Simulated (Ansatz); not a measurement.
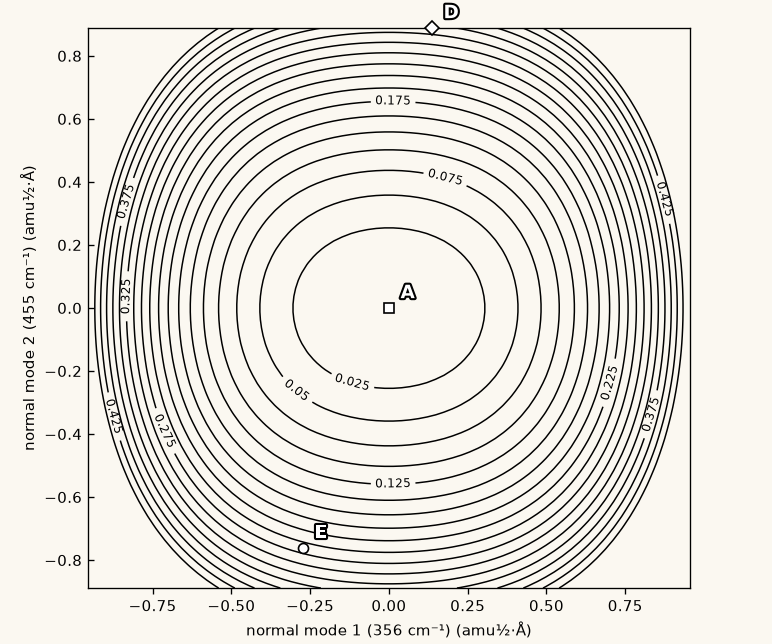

CH2BF, SMILES C=BF. The first coordinate is: normal mode 1 (356 cm⁻¹); the second: normal mode 2 (455 cm⁻¹). Nothing is relaxed (straight displacements along the two mass-weighted modes). Grid: 15 × 15 points; 65 points were computed and 160 follow by symmetry. Points are written as (first, second). Energies: eV, counted from the lowest grid point. Computed with RHF/def2-TZVP (Ansatz 0.2.0).

The picture shows contour lines labelled in eV (none above 0.45), lettered points. Between grid points the surface is interpolated.

### Is E the lowest point of the computed grid?

No. E lies 0.263 eV above the lowest grid point, which is at (0.000 amu½·Å, 0.000 amu½·Å).

### What kind of point is each of A, E: minimum, saddle, maximum or slope?

A: minimum; E: on a slope. (In these two coordinates alone; a stationary point may lie a little off the grid point.)
